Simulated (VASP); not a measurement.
Band structure of HgTe (relaxed from the cinnabar structure, space group P3_221). Calculation: r2SCAN meta-GGA, VASP's PBE PAW potentials (set 64) (plane waves; VASP 6.6.1).

Unless said otherwise, spin-orbit coupling is left out, though it shifts the bands of the heavy elements here.

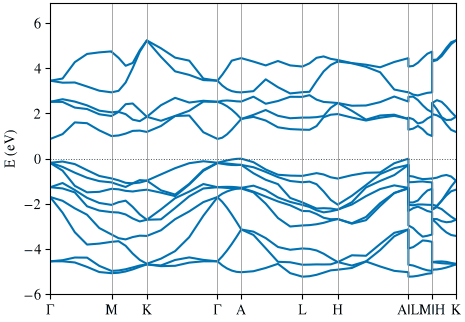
Figure. Bands along high-symmetry lines, zero at the valence-band maximum or, without a gap, the Fermi level

Problem. Read the plot: is there a gap, and where are the band edges?

Solution. The gap is indirect, 0.87 eV, from the valence maximum at A to the conduction minimum at Γ.

The structure was generated: HgTe was put into the cinnabar type (P3_221), which need not be its known phase. It was relaxed first, which changed the volume by -5 %.
